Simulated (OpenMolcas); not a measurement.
## Run report: InH3F (charge −1), excited-state calculation (part 2 of 3)

Continued. System: InH3F, charge −1, SMILES [H][In-]([H])([H])[F]. Method: MC-PDFT (trevPBE)/ANO-R1, sfX2C (OpenMolcas 26.06). The geometry comes from this level: GFN2-xTB.

Geometry of the input (Å):
```
In 0.0000  0.0000  0.0000
F  0.0000  0.0000  2.0180
H  1.6439  0.0000  -0.4525
H  -0.8310  1.4181  -0.4496
H  -0.8242  -1.4263  -0.4440
```

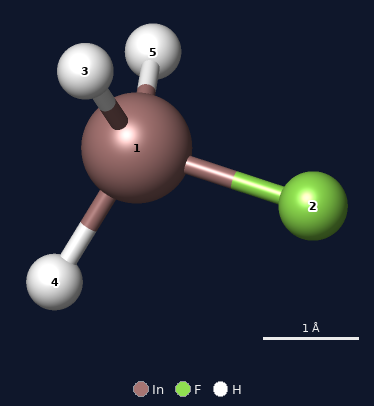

Fig. 1: The structure as given in the input (ball-and-stick view, seen at a tilt; atoms are numbered from 1 in the order of the input). Sticks mark near contacts.

### Log, continued
```
::    RASSCF root number  1 Total energy:  -5979.71207487
::    RASSCF root number  2 Total energy:  -5979.47330870
::    RASSCF root number  3 Total energy:  -5979.47143679
::    RASSCF root number  4 Total energy:  -5979.40626687
      Von Neumann Entropy (Root   1) =  0.23186

      Mulliken population analysis for root number:  1
      -----------------------------------------------

++    Molecular charges:
      ------------------

      Mulliken charges per centre
      ---------------------------

                IN1     F2      H3      H4      H5
      Total   48.0778  9.6470  1.4206  1.4231  1.4315

      N-E      0.9222 -0.6470 -0.4206 -0.4231 -0.4315

      Total electronic charge=   62.000000

      Total            charge=   -1.000000
--

      Expectation values of various properties for root number:  1
      -----------------------------------------------------------

++    Molecular properties:
      ---------------------

      Charge (e):
                      =   -1.0000
      Dipole Moment (debye):
      Origin of the operator (angstrom)=   -0.0001   -0.0001    0.2701
                   X=  7.7121E-02               Y=  7.3422E-02               Z= -1.8318E+00           Total=  1.8349E+00
      Center of Charge (angstrom)
                     X=   -0.01613896               Y=   -0.01534629               Z=    0.65145764
      Quadrupole Moment (debye*angstrom):
      Origin of the operator (angstrom)=   -0.0001   -0.0001    0.2701
                  XX= -4.0929E+01              XY= -2.8980E-02              XZ= -2.9376E-02              YY= -4.0956E+01
                  YZ= -2.8065E-02              ZZ= -4.4569E+01
      In traceless form (debye*angstrom)
                  XX=  1.8333E+00              XY= -4.3470E-02              XZ= -4.4065E-02              YY=  1.7930E+00
                  YZ= -4.2097E-02              ZZ= -3.6263E+00
--

      LoProp population analysis for root number:  1
      -----------------------------------------------

++    LoProp analysis:
      ----------------

++    Static properties:
      ------------------

      LoProp Charges per center

                   IN1      F2       H3       H4       H5
      Nuclear     49.0000   9.0000   1.0000   1.0000   1.0000
      Electronic -48.4846  -9.6282  -1.2922  -1.2943  -1.3008

      Total        0.5154  -0.6282  -0.2922  -0.2943  -0.3008
--

      Natural Bond Order analysis for root number:  1

++    Natural Bond Order analysis
      ---------------------------
      Based on LoProp computed density
      -------------------------------------------------------------------------------------
      Atom A       Atom B       Bond Order
      -------------------------------------------------------------------------------------
      NBO located      0.993 non-bonded electrons on atom IN1
      NBO located      0.993 non-bonded electrons on atom IN1
      NBO located      0.993 non-bonded electrons on atom IN1
      NBO located      1.004 non-bonded electrons on atom IN1
      NBO located      1.004 non-bonded electrons on atom IN1
      NBO located      1.003 non-bonded electrons on atom IN1
      NBO located      0.997 non-bonded electrons on atom IN1
      NBO located      0.997 non-bonded electrons on atom IN1
      NBO located      0.997 non-bonded electrons on atom IN1
      NBO located      0.999 non-bonded electrons on atom IN1
      NBO located      1.000 non-bonded electrons on atom IN1
      NBO located      1.000 non-bonded electrons on atom IN1
      NBO located      1.000 non-bonded electrons on atom IN1
      NBO located      1.000 non-bonded electrons on atom IN1
      NBO located      1.000 non-bonded electrons on atom IN1
      NBO located      1.000 non-bonded electrons on atom IN1
      NBO located      1.000 non-bonded electrons on atom IN1
      NBO located      1.000 non-bonded electrons on atom IN1
      NBO located      1.000 non-bonded electrons on atom IN1
      NBO located      1.000 non-bonded electrons on atom IN1
      NBO located      1.000 non-bonded electrons on atom IN1
      NBO located      1.000 non-bonded electrons on atom IN1
      NBO located      1.000 non-bonded electrons on atom IN1
      NBO located      1.000 non-bonded electrons on atom F2
      NBO located      1.017 non-bonded electrons on atom F2
      NBO located      1.019 non-bonded electrons on atom F2
      The remaining    5.684 electrons are to be considered as diffuse
--

--

      Von Neumann Entropy (Root   2) =  1.24496

      Mulliken population analysis for root number:  2
      -----------------------------------------------

++    Molecular charges:
      ------------------

      Mulliken charges per centre
      ---------------------------

                IN1     F2      H3      H4      H5
      Total   49.1101  9.4295  1.3278  1.1961  0.9365

      N-E     -0.1101 -0.4295 -0.3278 -0.1961  0.0635

      Total electronic charge=   62.000000

      Total            charge=   -1.000000
--

      Expectation values of various properties for root number:  2
      -----------------------------------------------------------

++    Molecular properties:
      ---------------------

      Charge (e):
                      =   -1.0000
      Dipole Moment (debye):
      Origin of the operator (angstrom)=   -0.0001   -0.0001    0.2701
                   X= -1.9946E+00               Y= -1.7356E+00               Z= -1.8747E+00           Total=  3.2412E+00
      Center of Charge (angstrom)
                     X=    0.41519132               Y=    0.36128842               Z=    0.66038684
      Quadrupole Moment (debye*angstrom):
      Origin of the operator (angstrom)=   -0.0001   -0.0001    0.2701
                  XX= -6.2559E+01              XY=  1.9859E+00              XZ=  1.4209E+00              YY= -5.7881E+01
                  YZ=  1.2303E+00              ZZ= -6.2887E+01
      In traceless form (debye*angstrom)
                  XX= -2.1750E+00              XY=  2.9788E+00              XZ=  2.1314E+00              YY=  4.8418E+00
                  YZ=  1.8454E+00              ZZ= -2.6669E+00
--

      LoProp population analysis for root number:  2
      -----------------------------------------------

++    LoProp analysis:
      ----------------

++    Static properties:
      ------------------

      LoProp Charges per center

                   IN1      F2       H3       H4       H5
      Nuclear     49.0000   9.0000   1.0000   1.0000   1.0000
      Electronic -48.9098  -9.4598  -1.3562  -1.2463  -1.0279

      Total        0.0902  -0.4598  -0.3562  -0.2463  -0.0279
--

      Natural Bond Order analysis for root number:  2

++    Natural Bond Order analysis
      ---------------------------
      Based on LoProp computed density
      -------------------------------------------------------------------------------------
      Atom A       Atom B       Bond Order
      -------------------------------------------------------------------------------------
      NBO located      0.983 non-bonded electrons on atom IN1
      NBO located      0.987 non-bonded electrons on atom IN1
      NBO located      1.007 non-bonded electrons on atom IN1
      NBO located      0.993 non-bonded electrons on atom IN1
      NBO located      1.004 non-bonded electrons on atom IN1
      NBO located      0.996 non-bonded electrons on atom IN1
      NBO located      0.997 non-bonded electrons on atom IN1
      NBO located      1.002 non-bonded electrons on atom IN1
      NBO located      0.999 non-bonded electrons on atom IN1
      NBO located      0.998 non-bonded electrons on atom IN1
      NBO located      1.000 non-bonded electrons on atom IN1
      NBO located      1.000 non-bonded electrons on atom IN1
      NBO located      1.000 non-bonded electrons on atom IN1
      NBO located      1.000 non-bonded electrons on atom IN1
      NBO located      1.000 non-bonded electrons on atom IN1
      NBO located      1.000 non-bonded electrons on atom IN1
      NBO located      1.000 non-bonded electrons on atom IN1
      NBO located      1.000 non-bonded electrons on atom IN1
      NBO located      1.000 non-bonded electrons on atom IN1
      NBO located      1.000 non-bonded electrons on atom IN1
      NBO located      1.000 non-bonded electrons on atom IN1
      NBO located      1.000 non-bonded electrons on atom IN1
      NBO located      1.000 non-bonded electrons on atom IN1
      NBO located      1.000 non-bonded electrons on atom F2
      NBO located      0.915 non-bonded electrons on atom F2
      The remaining    6.423 electrons are to be considered as diffuse
--

--

      Von Neumann Entropy (Root   3) =  1.24525

      Mulliken population analysis for root number:  3
      -----------------------------------------------

++    Molecular charges:
      ------------------

      Mulliken charges per centre
      ---------------------------

                IN1     F2      H3      H4      H5
      Total   49.1051  9.4221  0.9847  1.1159  1.3723

      N-E     -0.1051 -0.4221  0.0153 -0.1159 -0.3723

      Total electronic charge=   62.000000

      Total            charge=   -1.000000
--

      Expectation values of various properties for root number:  3
      -----------------------------------------------------------

++    Molecular properties:
      ---------------------

      Charge (e):
                      =   -1.0000
      Dipole Moment (debye):
      Origin of the operator (angstrom)=   -0.0001   -0.0001    0.2701
                   X=  2.0045E+00               Y=  1.7118E+00               Z= -1.7932E+00           Total=  3.1881E+00
      Center of Charge (angstrom)
                     X=   -0.41741745               Y=   -0.35644403               Z=    0.64342080
      Quadrupole Moment (debye*angstrom):
      Origin of the operator (angstrom)=   -0.0001   -0.0001    0.2701
                  XX= -5.7979E+01              XY= -1.9501E+00              XZ= -1.3956E+00              YY= -6.2610E+01
                  YZ= -1.1862E+00              ZZ= -6.2776E+01
      In traceless form (debye*angstrom)
                  XX=  4.7144E+00              XY= -2.9251E+00              XZ= -2.0934E+00              YY= -2.2333E+00
                  YZ= -1.7794E+00              ZZ= -2.4810E+00
--

      LoProp population analysis for root number:  3
      -----------------------------------------------

++    LoProp analysis:
      ----------------

++    Static properties:
      ------------------

      LoProp Charges per center

                   IN1      F2       H3       H4       H5
      Nuclear     49.0000   9.0000   1.0000   1.0000   1.0000
      Electronic -48.9086  -9.4520  -1.0679  -1.1787  -1.3928

      Total        0.0914  -0.4520  -0.0679  -0.1787  -0.3928
--

      Natural Bond Order analysis for root number:  3

++    Natural Bond Order analysis
      ---------------------------
      Based on LoProp computed density
      -------------------------------------------------------------------------------------
      Atom A       Atom B       Bond Order
      -------------------------------------------------------------------------------------
      NBO located      0.982 non-bonded electrons on atom IN1
      NBO located      0.987 non-bonded electrons on atom IN1
      NBO located      1.007 non-bonded electrons on atom IN1
      NBO located      0.993 non-bonded electrons on atom IN1
      NBO located      1.004 non-bonded electrons on atom IN1
      NBO located      0.996 non-bonded electrons on atom IN1
      NBO located      0.997 non-bonded electrons on atom IN1
      NBO located      1.001 non-bonded electrons on atom IN1
      NBO located      0.999 non-bonded electrons on atom IN1
      NBO located      0.998 non-bonded electrons on atom IN1
      NBO located      1.000 non-bonded electrons on atom IN1
      NBO located      1.000 non-bonded electrons on atom IN1
      NBO located      1.000 non-bonded electrons on atom IN1
      NBO located      1.000 non-bonded electrons on atom IN1
      NBO located      1.000 non-bonded electrons on atom IN1
      NBO located      1.000 non-bonded electrons on atom IN1
      NBO located      1.000 non-bonded electrons on atom IN1
      NBO located      1.000 non-bonded electrons on atom IN1
      NBO located      1.000 non-bonded electrons on atom IN1
      NBO located      1.000 non-bonded electrons on atom IN1
      NBO located      1.000 non-bonded electrons on atom IN1
      NBO located      1.000 non-bonded electrons on atom IN1
      NBO located      1.000 non-bonded electrons on atom IN1
      NBO located      1.000 non-bonded electrons on atom F2
      NBO located      0.910 non-bonded electrons on atom F2
      The remaining    6.424 electrons are to be considered as diffuse
--

--

      Von Neumann Entropy (Root   4) =  1.20156

      Mulliken population analysis for root number:  4
      -----------------------------------------------

++    Molecular charges:
      ------------------

      Mulliken charges per centre
      ---------------------------

                IN1     F2      H3      H4      H5
      Total   49.0886  8.8648  1.3672  1.3542  1.3252

      N-E     -0.0886  0.1352 -0.3672 -0.3542 -0.3252

      Total electronic charge=   62.000000

      Total            charge=   -1.000000
--

      Expectation values of various properties for root number:  4
      -----------------------------------------------------------

++    Molecular properties:
      ---------------------
```
